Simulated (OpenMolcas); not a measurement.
# C2H6B: a line through the functionals

C2H6B: 9 atoms, total charge 0, spin state doublet. SMILES: `[BH]CC`. Geometry: relaxed at PBE0-D4/def2-TZVP. This is one conformer, not always the lowest.

The vertical energy of the quartet above the doublet y, in eV, basis def2-SVPD; a is the functional's share of exact exchange. Programs: OpenMolcas 26.06.

| functional | program | a | y (eV) |
| --- | --- | --- | --- |
| UBLYP | OpenMolcas | 0 | 5.22 |
| U-r2SCAN | OpenMolcas | 0 | 5.06 |
| UB3LYP | OpenMolcas | 0.2 | 5.43 |
| UPBE0 | OpenMolcas | 0.25 | ? |
| UBHLYP | OpenMolcas | 0.5 | 5.72 |

Task: Fit y = c + s·a to the known rows and predict UPBE0.

Result: 
1. Means of the 4 rows: a = 0.1750, y = 5.357.
2. Σ(Δa)² = 0.1675, Σ(Δa·Δy) = 0.19575, so the slope is 0.19575/0.1675 = 1.1687.
3. Intercept: 5.357 − (1.1687) × 0.1750 = 5.152. The largest residual of the fit is 0.092.
4. UPBE0: 5.152 + (1.1687) × 0.25 = 5.44 eV.

The run gave 5.29 eV, so the prediction is off by +0.15 eV, more than the largest residual. The rows mix families of semi-local functionals, which the line can't see.

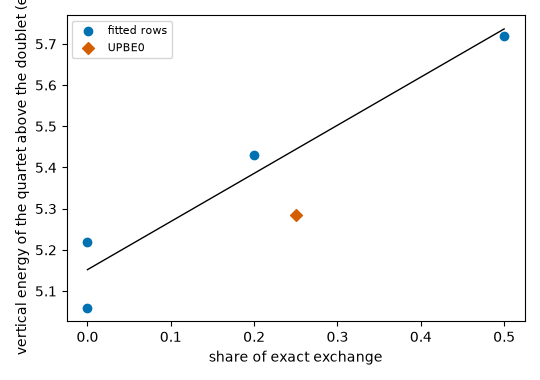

The fitted line, with the withheld row.
